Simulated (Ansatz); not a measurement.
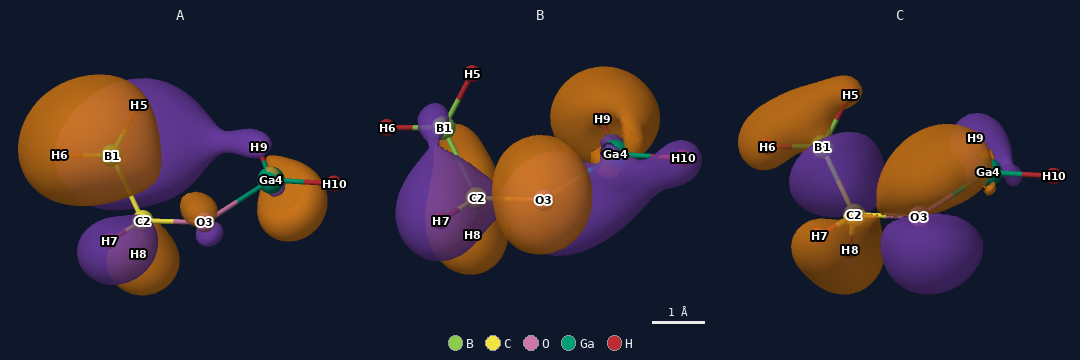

Figure 1: CH₆BGaO (SMILES BC[O][GaH2]). Three frontier orbitals at ±0.08 Å⁻³ᐟ² (orange and purple are the two phases), in no order.

Geometry: PBE0-D4/def2-TZVP.

Computed with RKS PBE0-D4/def2-TZVPP (Ansatz 0.2.0).

```xyz
10

B    -0.4008    1.4456    0.1209
C    -0.9765    0.0719   -0.2936
O    -0.4240   -1.1057    0.2424
Ga    1.3342   -1.4209    0.2492
H     0.4690    1.5448    0.9412
H    -0.8710    2.4353   -0.3621
H    -2.0398    0.1293    0.0176
H    -1.0568    0.0184   -1.3937
H     2.2318   -0.3965   -0.5222
H     1.7338   -2.7223    1.0004
```

Which picture is the HOMO−1, the HOMO and the LUMO?

Answer. B is the HOMO−1 (−8.02 eV). It lies mainly on O3 (about 55 %), Ga4 (about 10 %), C2 (about 10 %) and H9 (about 10 %). C is the HOMO (−7.64 eV). Its weight (Hirshfeld) is mainly on O3 (about 50 %), C2 (about 20 %), B1 (about 10 %) and Ga4 (about 10 %). A is the LUMO (−1.42 eV). Its weight (Hirshfeld) is mainly on B1 (about 55 %), Ga4 (about 10 %), C2 (about 10 %), H5 (about 5 %) and H6 (about 5 %).

What is the HOMO–LUMO gap?

Answer. 6.22 eV between the orbital energies.
